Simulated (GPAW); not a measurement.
S vacancy in Nb2CS2, S K edge of atom 10, with 2 Nb at 2.46 Å and 1 Nb at 2.49 Å (distorted pyramidal). Method: GPAW, LDA, excited-electron core hole (neutral cell), 19-atom cell with 6.5 Å between holes, 5×5×4 k points, dipole transitions, Gaussian full width 0.9 eV up to 4 eV, rising linearly to 3.5 eV at 25 eV.

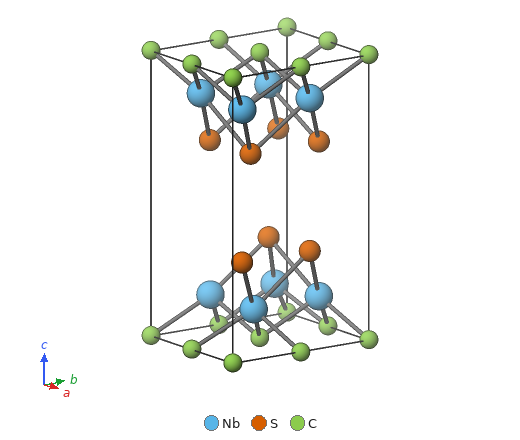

The structure (niobium blue, sulfur orange, carbon green). Bonds to atoms that aren't drawn are left out. Some periodic images of atoms are drawn too.

```xyz
19
Lattice="6.5380 0.0000 0.0000 -3.2690 5.6621 0.0000 0.0000 0.0000 8.5470" Properties=species:S:1:pos:R:3 pbc="T T T"
Nb    1.6345    0.9437    7.4328
Nb   -0.0155    3.7658    7.3554
Nb    4.9035    0.9615    7.3554
Nb    3.2845    3.7658    7.3554
Nb   -0.0936    1.9414    1.1295
Nb   -1.6345    4.6103    1.1295
Nb    3.3626    1.9414    1.1295
Nb    1.6345    4.7184    1.1600
S    -0.0078    3.7702    2.7700
S     4.9035    0.9527    2.7700
S     3.2768    3.7702    2.7700
S     0.0082    1.8826    5.7771
S    -1.6345    4.7279    5.7771
S     3.2608    1.8826    5.7771
S     1.6345    4.7184    5.7981
C     0.0040    0.0023    0.0156
C     4.9035    2.8310    8.5421
C     3.2650    0.0023    0.0156
C     1.6345    2.8264    0.0156
```

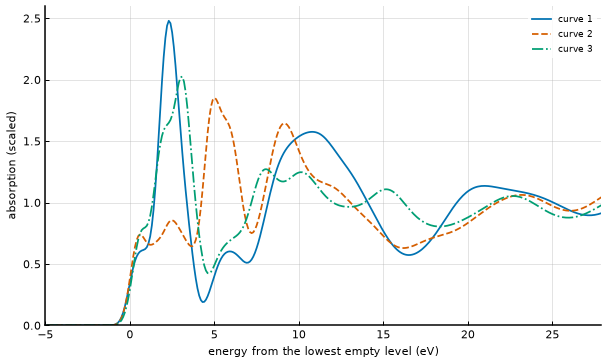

Energy from the lowest empty level; a common scale on which the isotropic spectrum has a mean of 1 over the first 20 eV.

Question: The curves are for the electric vector along different Cartesian axes of the cell as given, for this one atom. Which is which?

Curve 1: along y, main maxima 2.3 eV (2.48), 10.8 eV (1.58) and 21.0 eV (1.14). Curve 2: along z, main maxima 0.6 eV (0.74), 5.0 eV (1.85), 9.1 eV (1.64) and 23.2 eV (1.06). Curve 3: along x, main maxima 3.1 eV (2.02), 8.0 eV (1.27) and 10.1 eV (1.25). A K edge sees empty p states; the first features are S p mixed into the empty d states of the Nb neighbours, and the broad ones above probably into the cations' higher empty bands. Each direction probes the empty orbitals that point along it. The hole lies in one spin channel, while the script sums the empty states of both and takes the lower zero; where the two channels are split, this blurs and shifts the curve. The cell shows no gap over 0.35 eV; the host's own band filling, the defect's levels or the functional may be the cause.

[Banner, clock and machine lines of the logs are left out without a mark of their own.]

[Logs are printed without paths, hosts, clocks, repeated set-up lines and the standing remarks that a program may print on its own settings, such as how far it seeks lower states.]

[Hosts, paths, dates, database ids (printed as entryN), source tags and the programs' standing remarks are cut or masked in the printed files.]

[Lists of maxima count a maximum above −3 eV only where it reaches 4 % of the highest in the window and stands out from its surroundings by 2 % of it (1.5 % where it reaches 55 %); shoulders and weaker maxima are passed over, and of the rest the first, up to two pre-edge ones and the few strongest are named.]
